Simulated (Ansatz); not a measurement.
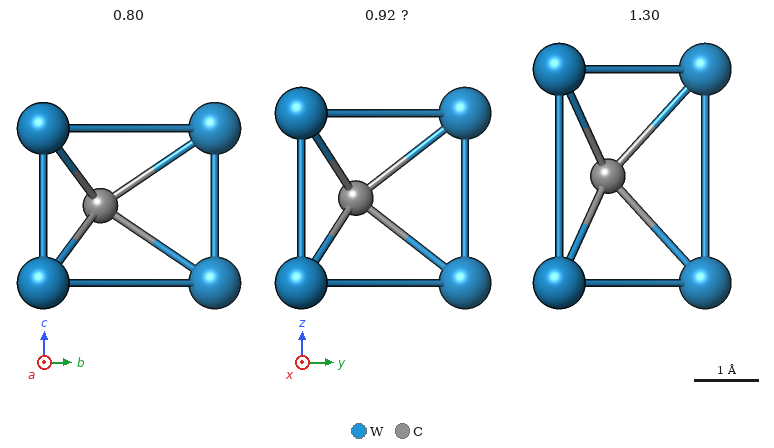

A crystal of WC (P-6m2): the ratio of the cell's length along z to its lengths across, counted as 1 for the reference, is changed at fixed volume (a c/a path), with the atoms kept at their fractional coordinates. x, y and z are the Cartesian axes of the input. Style: ball-and-stick. Shown: the cell of the calculation, along the a axis.

Computed with DFT PBEsol, scalar-relativistic, plane waves, PAW (Ansatz 0.2.0). (plane-wave cutoff 420 eV; k-point mesh 21 × 21 × 18; occupations gaussian; smearing width 0.15 eV; no spin polarisation). Energies (free energies at the smearing named) are counted from the cell as listed in its source, which wasn't relaxed.

| axial ratio over its reference value | E − E(ref) (meV/atom) |
| --- | --- |
| 0.80 | 815 |
| 0.85 | 429 |
| 0.92 | ? |
| 0.96 | 26 |
| 1.00 | 0 |
| 1.05 | 37 |
| 1.10 | 139 |
| 1.20 | 485 |
| 1.30 | 940 |

Q: Estimate the missing energy from the other rows, and compare with the calculation.

A: A straight line between the two neighbours gives 173 meV/atom. A cubic through the four nearest rows (0.80, 0.85, 0.96, 1.00) gives, with Lagrange weights, (−0.1400)(815) + (0.4655)(429) + (0.9545)(26) + (−0.2800)(0) = 110 meV/atom. The calculation gives 111 meV/atom, so the cubic is 1 meV/atom too low and the straight line 62 meV/atom too high, as the curve bends upwards here.

The whole profile:

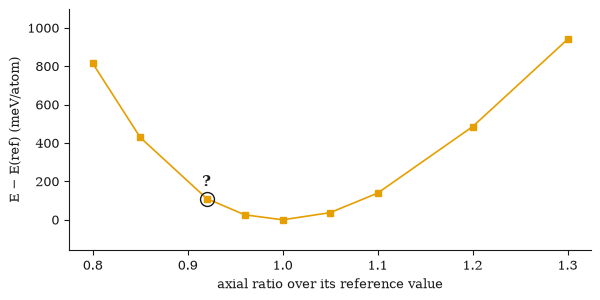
